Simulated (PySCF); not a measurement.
```xyz
11

C    -1.7626   -1.0658    0.5241
C    -0.5774   -0.4418   -0.0572
O    -0.0787   -0.5169   -1.1327
S     0.3514    0.6969    1.0852
Si    1.9387    1.1973   -0.5193
H    -1.4854   -1.6407    1.4102
H    -2.4596   -0.2976    0.8658
H    -2.2496   -1.7143   -0.2040
H     2.5007   -0.1276   -0.7588
H     1.0965    1.8086   -1.5419
H     2.7314    2.1047    0.3027
```

Geometry: GFN2-xTB.

Theory: PySCF 2.14.0, density-fitted response routines, UKS B3LYP, pcH-1 on C H O S Si, non-relativistic, mean-field spin-orbit, GIAO.

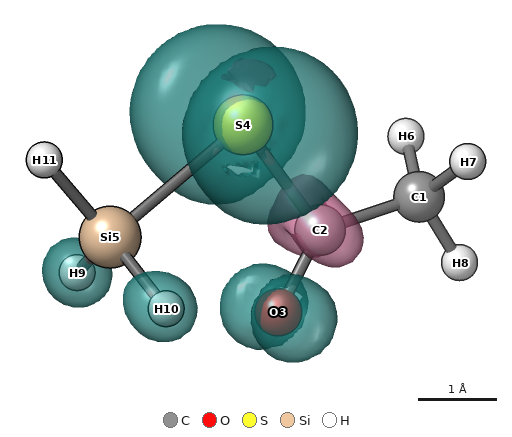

C2H6OSSi (charge +1, doublet). Isosurfaces of the spin density at +0.015 (teal) and −0.015 e/Å³ (pink), seen at a tilt.

Question: Which atoms carry the spin?

Answer: The unpaired spin (1 electron) lies mostly on S4 (about 0.8) and O3 (about 0.1), in electrons by Hirshfeld's partition.
